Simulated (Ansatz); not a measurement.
# CH₄NSi+ (SMILES C=N[SiH2+]): one structure at several levels

How do the functionals fare away from a minimum? The structure is a structure displaced at random from a GFN2-xTB minimum.

Computed with Ansatz 0.2.0, Gaussian basis. Level: single points in def2-TZVPP.

Correlated methods freeze the cores.

## 1. Starting geometry

SMILES `C=N[SiH2+]`, 7 atoms, charge 1, spin multiplicity 1.

Atoms are counted from 1 here; the program's logs count them from 0.

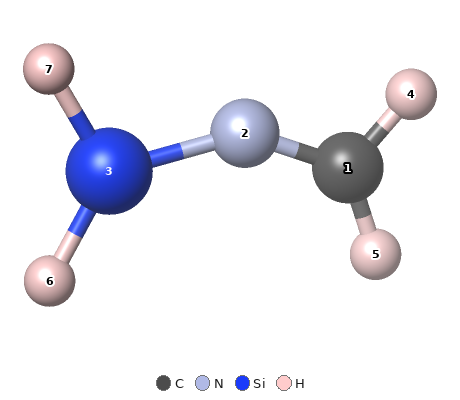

The starting geometry (carbon dark grey, nitrogen light blue, silicon blue, hydrogen pink); atoms are numbered from 1 in the order of the file.

Geometry (Å):

| atom | x (Å) | y (Å) | z (Å) |
| --- | --- | --- | --- |
| C1 | -1.3047 | -0.2561 | -0.5700 |
| N2 | -0.1113 | -0.4292 | -0.0853 |
| Si3 | 1.2353 | 0.2987 | 0.5590 |
| H4 | -1.7933 | -1.2459 | -0.8198 |
| H5 | -1.8306 | 0.6874 | -0.7270 |
| H6 | 1.5792 | 1.6953 | 0.8159 |
| H7 | 2.1437 | -0.7619 | 0.9170 |

## 2. CCSD(T)/def2-TZVPP

run/in.yaml reads:

```yaml
crystal:
  periodic: [false, false, false]
  atoms:
    - {symbol: C, position_ang: [-1.304700, -0.256100, -0.570000]}
    - {symbol: N, position_ang: [-0.111300, -0.429200, -0.085300]}
    - {symbol: Si, position_ang: [1.235300, 0.298700, 0.559000]}
    - {symbol: H, position_ang: [-1.793300, -1.245900, -0.819800]}
    - {symbol: H, position_ang: [-1.830600, 0.687400, -0.727000]}
    - {symbol: H, position_ang: [1.579200, 1.695300, 0.815900]}
    - {symbol: H, position_ang: [2.143700, -0.761900, 0.917000]}
basis:
  gaussian: {orbitals: def2-TZVPP}
total_charge: 1
correlation: {method: ccsd_t}
output: {forces: true}
```

The command line of these runs was not kept.

## 3. PBE0-D4/def2-TZVPP

Edit run/in.yaml of step 2 so:

```diff
@@ -13,3 +13,3 @@
 total_charge: 1
-correlation: {method: ccsd_t}
-output: {forces: true}
+hamiltonian: {xc: pbe0, dispersion: d4}
+output: {forces: true, orbitals: {seedname: orbitals}}
```

## 4. wB97M-V/def2-TZVPP

Edit run/in.yaml of step 3 so:

```diff
@@ -13,3 +13,3 @@
 total_charge: 1
-hamiltonian: {xc: pbe0, dispersion: d4}
-output: {forces: true, orbitals: {seedname: orbitals}}
+hamiltonian: {xc: {name: wB97M-V}}
+output: {forces: true}
```

## 5. r2SCAN-D4/def2-TZVPP

Edit run/in.yaml of step 4 so:

```diff
@@ -13,3 +13,3 @@
 total_charge: 1
-hamiltonian: {xc: {name: wB97M-V}}
+hamiltonian: {xc: r2scan, dispersion: d4}
 output: {forces: true}
```

## 6. PBE-D4/def2-TZVPP

Edit run/in.yaml of step 5 so:

```diff
@@ -13,3 +13,3 @@
 total_charge: 1
-hamiltonian: {xc: r2scan, dispersion: d4}
+hamiltonian: {xc: pbe, dispersion: d4}
 output: {forces: true}
```

## 7. CAM-B3LYP-D4/def2-TZVPP

Edit run/in.yaml of step 6 so:

```diff
@@ -13,3 +13,3 @@
 total_charge: 1
-hamiltonian: {xc: pbe, dispersion: d4}
+hamiltonian: {xc: {name: CAM-B3LYP}, dispersion: d4}
 output: {forces: true}
```

## 8. BLYP-D4/def2-TZVPP

Edit run/in.yaml of step 7 so:

```diff
@@ -13,3 +13,3 @@
 total_charge: 1
-hamiltonian: {xc: {name: CAM-B3LYP}, dispersion: d4}
+hamiltonian: {xc: {name: BLYP}, dispersion: d4}
 output: {forces: true}
```

(Steps that only read results are left out.)

Before running it: what results should come out? Wanted: energy less free atoms, CCSD(T)/def2-TZVPP; RMS force component; RMS force error; HOMO and LUMO, PBE0-D4; T1 diagnostic.

The runs gave:

```
                                  quantity                                                                                                value
energy less free atoms, CCSD(T)/def2-TZVPP                                                                                       -1538.7 kJ/mol
                       RMS force component                                                                 0.593 to 0.795 eV/Å over the methods
                           RMS force error  PBE0-D4 0.229, wB97M-V 0.180, r2SCAN-D4 0.154, PBE-D4 0.176, CAM-B3LYP-D4 0.250, BLYP-D4 0.120 eV/Å
                    HOMO and LUMO, PBE0-D4                                                                                  -13.08 and -9.27 eV
                             T1 diagnostic                                                                                                0.016
```

Against CCSD(T) the functionals' energies less atoms differ by -125.5 to -63.8 kJ/mol, PBE-D4 by -125.5 kJ/mol. The reference is not at the basis limit: in triple zeta CCSD(T) underbinds, which counts against methods that bind more; the gaps are no ranking. On forces the order runs from BLYP-D4 to CAM-B3LYP-D4. Frozen-core CCSD(T) forces in triple zeta carry basis errors of their own, and this is one geometry, so small gaps rank nothing.
